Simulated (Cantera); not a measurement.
Charge: 1 mol TiO2, 5 mol CO, equilibrated at 101000 Pa.

These are equilibrium values from Cantera (NASA tables, ideal gas, pure condensed phases), not measurements of a reactor. Candidate condensed phases: C, Ti, TiC, TiO, TiO2, Ti2O3, Ti3O5, Ti4O7; 15 gas species. Mutual solubility and eutectic melting of coexisting phases are not modelled. Condensed phases not in the tables: Magnéli phases beyond Ti4O7. Rates play no part.

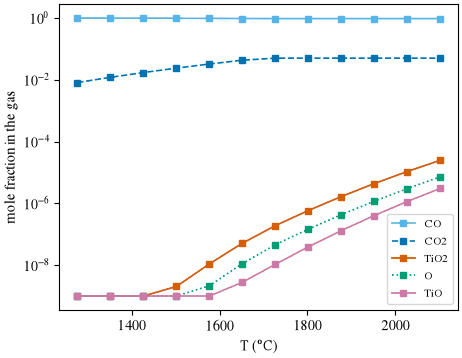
*Equilibrium gas composition (values under 1e-9 drawn at 1e-9)*

From 1277 °C to 1652 °C the condensed part is TiO2(rutile) + Ti4O7(s). From 1727 °C to 2102 °C the condensed part is Ti4O7(l).
